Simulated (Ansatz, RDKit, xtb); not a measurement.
# C4H2FN: which of the isomers drawn lies lowest?

Which of a sample of isomers of C4H2FN is the most stable in the gas at 298.15 K, and what are its properties? The sample is small against all isomers, and the most stable one of this formula need not be in it.

The funnel: GFN2-xTB relaxations, single points with a density functional, relaxations at B3LYP-D3(BJ)/def2-SVP, harmonic vibrations, and a last energy at a higher level. All values are calculated.

### 1 Candidates

Isomers were taken from a list of plausible structures; this is a sample, not all of them. That gives 6 candidates.

Candidates are built by distance geometry, with a force field where one applies, in up to four conformers (letters a to d).

### 2 First filter: tight binding

All 6 starts are relaxed the same way. One of them, c196a (taken from a list of plausible isomers, embedded by distance geometry and MMFF94), in full:

File start.xyz:

```xyz
8
c196a
C     -1.312266     1.207636    -0.099490
C     -0.024176     0.696993    -0.540563
C      0.336206     0.408176    -1.917185
C      0.141015    -0.610357    -1.150447
F      1.041327     1.147872     0.200949
N     -2.300906     1.628183     0.242789
H      0.535348     0.827458    -2.880384
H      0.134815    -1.695350    -0.993776
```

Command:

```console
$ xtb start.xyz --gfn 2 --opt
```

Standard output, shortened:

```text
* xtb version 6.7.1
[...]
          :  # basis functions                  26          :
[...]
          :  # electrons                        30          :
[...]
          :  Hamiltonian                  GFN2-xTB          :
[...]
          :  net charge                          0          :
          :  unpaired electrons                  0          :
[...]
   *** convergence criteria satisfied after 11 iterations ***
[...]
   *** GEOMETRY OPTIMIZATION CONVERGED AFTER 10 ITERATIONS ***
[...]
   *** convergence criteria satisfied after 3 iterations ***
[...]
         ::                     SUMMARY                     ::
         :::::::::::::::::::::::::::::::::::::::::::::::::::::
         :: total energy             -17.089835811616 Eh    ::
         :: gradient norm              0.000480300112 Eh/a0 ::
         :: HOMO-LUMO gap              4.644860606912 eV    ::
         ::.................................................::
         :: SCC energy               -17.360165870277 Eh    ::
         :: -> isotropic ES            0.023832637141 Eh    ::
         :: -> anisotropic ES         -0.000432690892 Eh    ::
         :: -> anisotropic XC          0.018936876242 Eh    ::
         :: -> dispersion             -0.004270314517 Eh    ::
         :: repulsion energy           0.270330058661 Eh    ::
         :: add. restraining           0.000000000000 Eh    ::
         :: total charge              -0.000000000000 e     ::
         :::::::::::::::::::::::::::::::::::::::::::::::::::::
[...]
        15        2.0000           -0.4420527             -12.0289 (HOMO)
        16                         -0.2713572              -7.3840 (LUMO)
[...]
     #   Z          covCN         q      C6AA      α(0)
     1   6 C        1.895     0.104    28.539     8.628
     2   6 C        3.717     0.192    17.665     6.004
     3   6 C        2.887    -0.018    28.462     8.747
     4   6 C        2.887    -0.018    28.462     8.747
     5   9 F        0.785    -0.251    11.780     4.054
     6   7 N        0.911    -0.195    25.243     7.267
     7   1 H        0.927     0.094     1.843     2.123
     8   1 H        0.927     0.094     1.843     2.123
[...]
     #   Z sym  total        # sym  WBO       # sym  WBO       # sym  WBO
 ---------------------------------------------------------------------------
     1   6 C    3.953 --     6 N    2.841     2 C    1.050
     2   6 C    3.846 --     1 C    1.050     4 C    0.908     3 C    0.907
                             5 F    0.898
     3   6 C    3.941 --     4 C    1.961     7 H    0.960     2 C    0.907
     4   6 C    3.941 --     3 C    1.961     8 H    0.960     2 C    0.908
     5   9 F    1.022 --     2 C    0.898
     6   7 N    3.016 --     1 C    2.841
     7   1 H    0.991 --     3 C    0.960
     8   1 H    0.991 --     4 C    0.960
 ---------------------------------------------------------------------------
[...]
molecular dipole:
                 x           y           z       tot (Debye)
 q only:        0.204      -0.790      -0.996
   full:        0.589      -1.001      -1.194       4.235
molecular quadrupole (traceless):
[...]
          | TOTAL ENERGY              -17.089835811616 Eh   |
          | GRADIENT NORM               0.000480300112 Eh/α |
          | HOMO-LUMO GAP               4.644860606912 eV   |
           -------------------------------------------------
[...]
```

It took 0.072 s on 2 threads of Intel Xeon at 2.70GHz, shared host.

### 3 The minima found

6 of the 6 relaxations converged. 6 distinct structures remain:

| label | start | SMILES after | spin | energy (kcal/mol) |
| --- | --- | --- | --- | --- |
| c347a | drawn | N#CC#CCF | singlet | 0.0 |
| c983a | drawn | C#C[C@H](F)C#N | singlet | 10.3 |
| c502a | drawn | N#CC1=C[C@@H]1F | singlet | 13.5 |
| c937a | drawn | N#CC1=C(F)C1 | singlet | 16.9 |
| c196a | drawn | N#CC1(F)C=C1 | singlet | 18.4 |
| c097a | drawn | N#C[C@@H]1C=C1F | singlet | 19.6 |

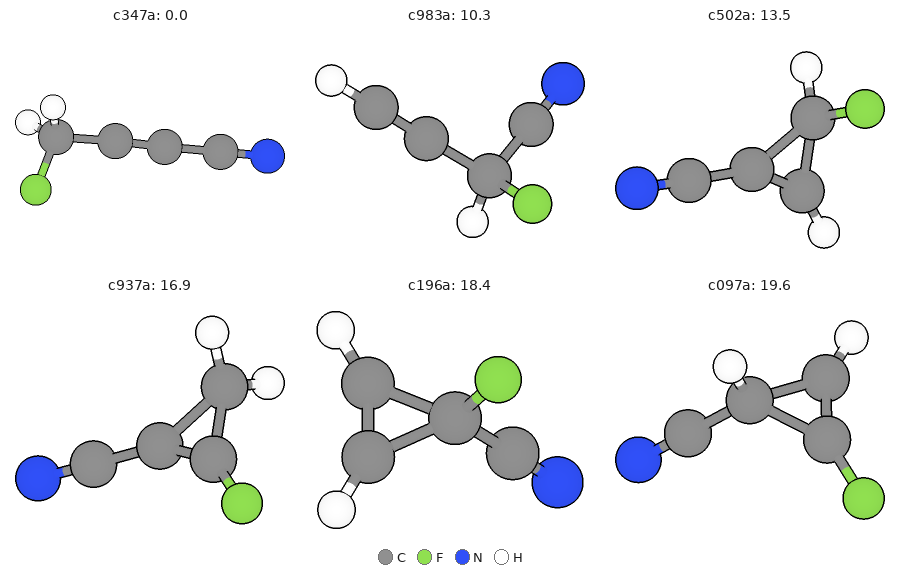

The 6 lowest minima that did not fall apart, with their GFN2-xTB energies in kcal/mol.

### 4 Single points on the low minima

A choice of the minima (the low ones first, few conformers of a pattern, up to a cap) and the lowest that fell apart get a single point at r2SCAN-D4/def2-SVP on the tight-binding geometry, and one at HF/STO-3G for comparison. The lowest singlets are also tried as triplets at the same geometry (label ending in t). The first, c347a:

File input.yaml:

```yaml
crystal:
  periodic: [false, false, false]
  atoms:
    - symbol: C
      position_ang: [0.479251, 1.895572, 1.049782]
    - symbol: C
      position_ang: [0.105913, 1.121653, -0.008801]
    - symbol: C
      position_ang: [-0.247964, 0.460212, -0.954457]
    - symbol: C
      position_ang: [-0.624419, -0.377365, -2.069499]
    - symbol: F
      position_ang: [0.164293, -1.499340, -2.135912]
    - symbol: "N"
      position_ang: [0.796790, 2.545508, 1.941340]
    - symbol: H
      position_ang: [-0.498101, 0.164705, -3.015715]
    - symbol: H
      position_ang: [-1.662913, -0.716425, -1.959760]
basis:
  gaussian:
    orbitals: def2-SVP
hamiltonian:
  xc: r2scan
  dispersion: d4
scf:
  lower_state_search: off
```

Command:

```console
$ ansatz run input.yaml --threads 2 --pin off --max-ram 4350MiB --events-out events.jsonl --progress --plain --runs-dir runs
```

Standard output, shortened:

```text
Warning: RAYON_NUM_THREADS=2 ignored (pool sized by the plan → 2); use --threads N
Functional definition: r2SCAN
  name "r2SCAN"
[...]
1068 factors; their error is unknown
[...]
mean field -8373.43347507 eV, -307.7180044917 hartree, gradient 3.1e-6 eV, S^2 0.000000; 0 other end points of the search recorded, 0 dependent functions left out
reference -8373.43348178 eV, -307.7180047384 hartree; 21, 21 occupied and 73, 73 virtual orbitals, 1068 factors
Total energy: -8373.46800021 eV, -307.7192732671 hartree
Checks for a lower state left out: stability, starts, cluster_reference, orbital_swaps, neighbouring_geometries, increment
```

Wall time 1.1 s (2 threads of Intel Xeon at 2.70GHz, shared host).

Relative energies in kcal/mol, each column from its lowest structure that stays in one piece:

| label | SMILES | spin | GFN2-xTB | HF/STO-3G | r2SCAN-D4/def2-SVP |
| --- | --- | --- | --- | --- | --- |
| c347a | N#CC#CCF | singlet | 0.0 | 0.0 | 0.0 |
| c502a | N#CC1=C[C@@H]1F | singlet | 13.5 | 19.1 | 7.3 |
| c196a | N#CC1(F)C=C1 | singlet | 18.4 | 22.3 | 11.1 |
| c983a | C#C[C@H](F)C#N | singlet | 10.3 | 10.4 | 13.3 |
| c937a | N#CC1=C(F)C1 | singlet | 16.9 | 18.0 | 14.2 |
| c097a | N#C[C@@H]1C=C1F | singlet | 19.6 | 21.0 | 17.1 |
| c502at | N#CC1=C[C@@H]1F | triplet | – | – | 90.2 |
| c347at | N#CC#CCF | triplet | – | – | 96.5 |
| c196at | N#CC1(F)C=C1 | triplet | – | – | 117.0 |

### 5 Third filter: density-functional geometries

6 candidates are relaxed at B3LYP-D3(BJ)/def2-SVP (chosen among the lowest in one piece). The first, c347a:

File input.yaml:

```yaml
basis:
  gaussian: {orbitals: def2-SVP}
crystal:
  periodic: [false, false, false]
  atoms:
    - {symbol: C, position_ang: [0.479251, 1.895572, 1.049782]}
    - {symbol: C, position_ang: [0.105913, 1.121653, -0.008801]}
    - {symbol: C, position_ang: [-0.247964, 0.460212, -0.954457]}
    - {symbol: C, position_ang: [-0.624419, -0.377365, -2.069499]}
    - {symbol: F, position_ang: [0.164293, -1.499340, -2.135912]}
    - {symbol: "N", position_ang: [0.796790, 2.545508, 1.941340]}
    - {symbol: H, position_ang: [-0.498101, 0.164705, -3.015715]}
    - {symbol: H, position_ang: [-1.662913, -0.716425, -1.959760]}
hamiltonian: {xc: {name: B3LYP}, dispersion: d3bj}
scf: {lower_state_search: "off"}
relax: {f_tol: 0.003}
```

Command:

```console
$ ansatz run input.yaml --threads 2 --pin off --max-ram 4350MiB --events-out events.jsonl --progress --plain --runs-dir runs
```

Standard output, shortened:

```text
Warning: RAYON_NUM_THREADS=2 ignored (pool sized by the plan → 2); use --threads N
[...]
Functional definition: B3LYP
  name "B3LYP"
[...]
1067 factors; integrals over basis functions are off by at most 3.3e-4 eV
[...]
mean field -8378.08339823 eV, -307.8888860160 hartree, gradient 7.7e-6 eV, S^2 0.000000; 0 other end points of the search recorded, 0 dependent functions left out
[...]
reference -8378.08360583 eV, -307.8888936454 hartree; 21, 21 occupied and 73, 73 virtual orbitals, 1067 factors
relax step   1: F+E_penalty+E_count = -8378.32699852 eV  Δ(F+E_penalty+E_count) = +0.000e0 eV  max|allowed force component| = 1.612e0 eV/Å  Δτ_max = 0.0000 Å  (15 SCF iters, accepted)
[...]
relax step   7: F+E_penalty+E_count = -8378.37010861 eV  Δ(F+E_penalty+E_count) = +2.167e-6 eV  max|allowed force component| = 7.423e-3 eV/Å  Δτ_max = 0.0019 Å  (14 SCF iters, rejected (line search))
[...]
Total energy: -8378.37032338 eV, -307.8994303209 hartree
Atom 0 at     0.478736     1.912702     1.062447 Å, force    -0.000325    -0.000163    -0.000412 eV/Å
Atom 1 at     0.116013     1.118917    -0.001228 Å, force     0.000502     0.001375     0.001527 eV/Å
Atom 2 at    -0.215125     0.427460    -0.944621 Å, force    -0.000236    -0.001217    -0.001265 eV/Å
Atom 3 at    -0.615139    -0.401512    -2.078980 Å, force    -0.000247    -0.000350    -0.000416 eV/Å
Atom 4 at     0.155819    -1.535356    -2.175255 Å, force     0.000272    -0.000153     0.000111 eV/Å
Atom 5 at     0.785263     2.584878     1.962459 Å, force     0.000043    -0.000165    -0.000074 eV/Å
Atom 6 at    -0.518043     0.181424    -3.012728 Å, force     0.000210     0.000472     0.000088 eV/Å
Atom 7 at    -1.674675    -0.693995    -1.965117 Å, force    -0.000220     0.000202     0.000441 eV/Å
Dipole moment:    -0.427350    -0.199903    -0.638831 e Å
Checks for a lower state left out: stability, starts, cluster_reference, orbital_swaps, neighbouring_geometries, increment
```

It took 15 s on 2 threads of Intel Xeon at 2.70GHz, shared host.

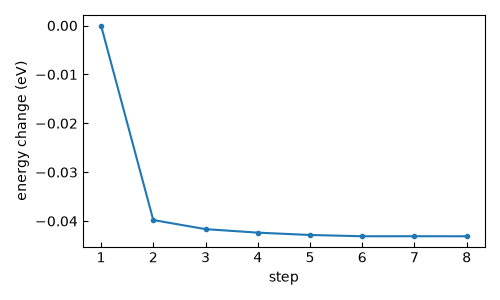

Energy along the run, all evaluated steps.

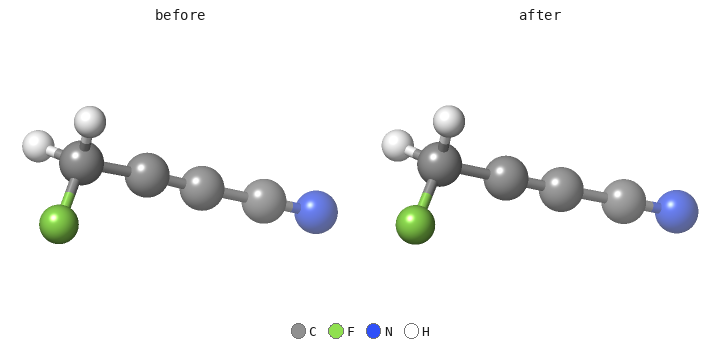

Before and after, at one scale.

After the run. Bond lengths: C1–C2 1.376 Å, C2–C3 1.216 Å, C3–C4 1.461 Å, C4–F5 1.374 Å, C1–N6 1.164 Å, C4–H7 1.105 Å, C4–H8 1.105 Å. Angles: C1–C2–C3 179.3°, C2–C1–N6 180.0°, C2–C3–C4 179.9°, C3–C4–F5 111.6°, C3–C4–H7 109.4°, C3–C4–H8 109.4°, F5–C4–H7 109.1°, F5–C4–H8 109.1°, H7–C4–H8 108.1°.

### 6 After refinement

| label | spin | r2SCAN-D4/def2-SVP (kcal/mol) | B3LYP-D3(BJ)/def2-SVP, relaxed (kcal/mol) | time |
| --- | --- | --- | --- | --- |
| c347a | singlet | 0.0 | 0.0 | 15 s |
| c502a | singlet | 7.3 | 10.3 | 17 s |
| c983a | singlet | 13.3 | 11.8 | 14 s |
| c196a | singlet | 11.1 | 13.4 | 15 s |
| c937a | singlet | 14.2 | 17.3 | 13 s |
| c097a | singlet | 17.1 | 19.3 | 16 s |

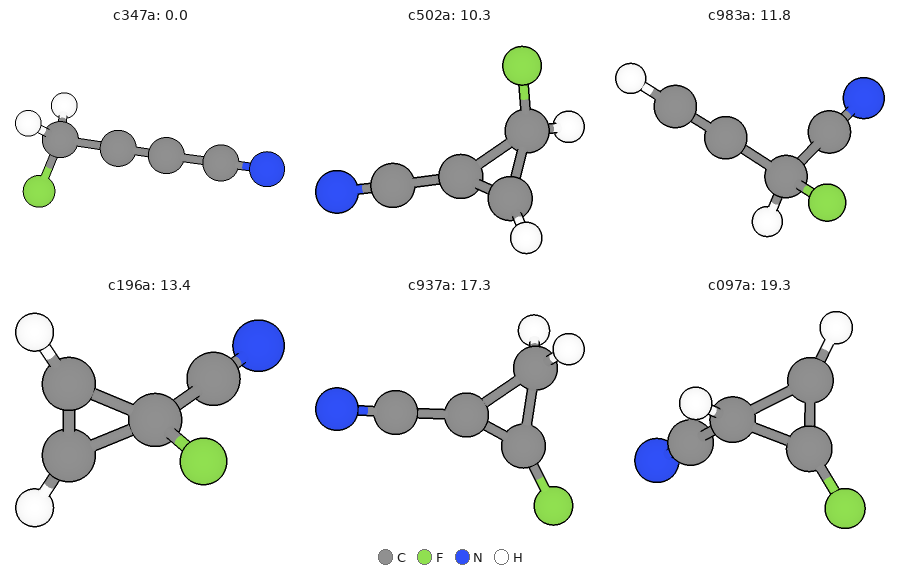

The relaxed structures, with energies at B3LYP-D3(BJ)/def2-SVP in kcal/mol.

(Part 1 of 2 ends here.)
